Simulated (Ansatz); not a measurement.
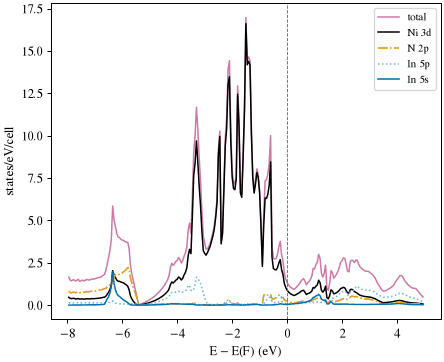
Total and projected density of states of InNi3N (anti-perovskite, Pm-3m), DFT-r²SCAN in the program Ansatz with PAW potentials

**Question.** Which orbitals carry the states next to the Fermi level?

**Answer.** Within 0.5 eV of the Fermi level: Ni 3d 69 %, N 2p 16 %, In 5p 6 %. Projections are on Löwdin-orthogonalised atomic valence shells; empty p or d shells of many metals are not among them.

**Question.** Where is the tallest occupied peak in this window, and what makes it?

**Answer.** Near -1.5 eV, about 17 states/eV per cell; the largest projected share is Ni 3d.

The workflow started from a Materials Project entry (that database holds measured and hypothetical structures alike); the Crystallography Open Database copy checked does not list it. Its standing as an ambient phase is unchecked. Symmetry was held in the r²SCAN relaxation; its stability against distortions is not shown here. The run is not spin-polarised. Scalar-relativistic: spin–orbit coupling is off unless named, which matters more the heavier the elements.

Potentials: the earlier of the program's two PAW sets.
